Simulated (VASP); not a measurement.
Band structure of Eu (bcc). Level of theory: rev-vdW-DF2, VASP's PBE PAW potentials (set 64) (plane waves; VASP).

The 4f electrons are frozen in the core of the lanthanide potential, so 4f levels, which can set the real gap, and their magnetism are missing.

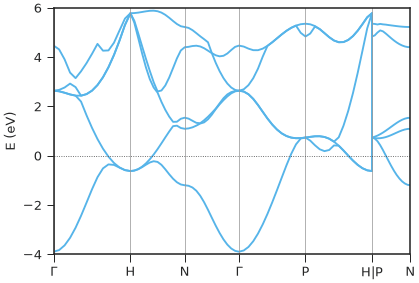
Fig. 1. Bands along high-symmetry lines, zero at the valence-band maximum or, without a gap, the Fermi level

Task: Read the plot: is there a gap, and where are the band edges?

Result: It has no gap at this level: it comes out as a metal or semimetal. (Edges off the drawn lines would not show.)

The compound is Eu in the bcc structure. It was relaxed first, which changed the volume by -16 %.
